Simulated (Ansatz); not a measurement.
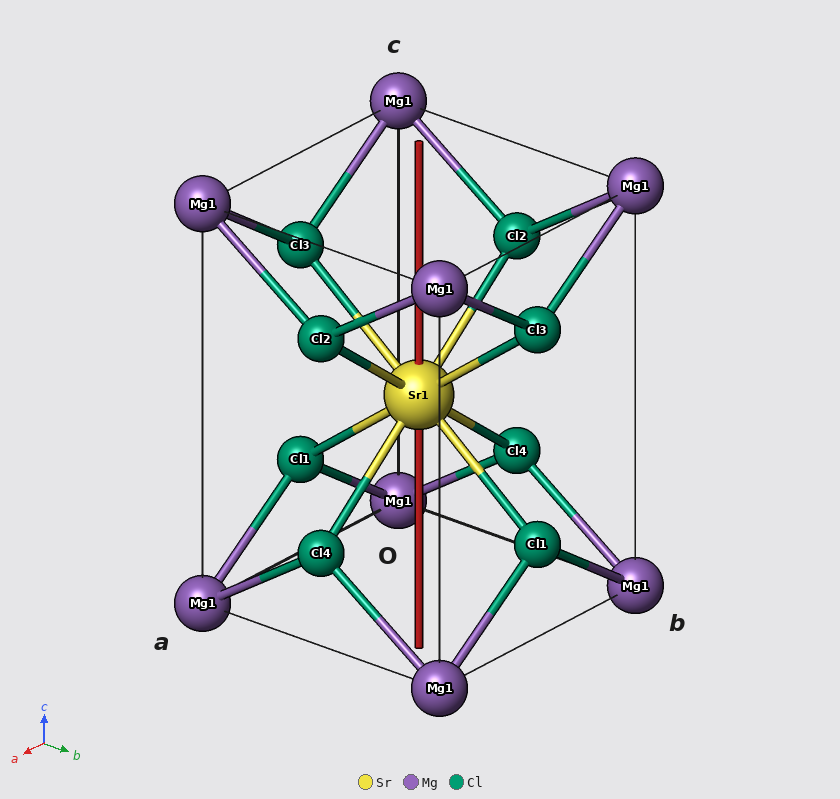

Crystal: SrMgCl4, the end point of a relaxation with DFT PBE, scalar-relativistic, plane waves, PAW in Ansatz; the starting structure was generated, so it need not be a known form of this composition. The coloured rod is the axis of a symmetry operation of the crystal. All values are computed from the atomic coordinates in the standard setting (tolerance 0.002 Å).

a = 4.720 Å, b = 4.720 Å, c = 6.810 Å, α = 90.00°, β = 90.00°, γ = 90.00°.

```json
{"atom": "Sr1", "x": "0.5000", "y": "0.5000", "z": "0.5000"}
{"atom": "Mg1", "x": "0.0000", "y": "0.0000", "z": "0.0000"}
{"atom": "Cl1", "x": "0.5000", "y": "0.0000", "z": "0.2315"}
{"atom": "Cl2", "x": "0.0000", "y": "0.5000", "z": "0.7685"}
{"atom": "Cl3", "x": "0.5000", "y": "0.0000", "z": "0.7685"}
{"atom": "Cl4", "x": "0.0000", "y": "0.5000", "z": "0.2315"}
```

Take the operation x, y, z → −x+1, −y+1, z.

What kind of operation is it, and where does it lie?

It is a 2-fold rotation, about the line along [0 0 1] through (1/2, 1/2, 1/2).

Onto which atom does it carry each atom (up to whole multiples of a, b and c)?

Sr1 → Sr1, Mg1 → Mg1, Cl1 → Cl1, Cl2 → Cl2, Cl3 → Cl3, Cl4 → Cl4.

What is the crystal's space group?

No. 123, P4/mmm.
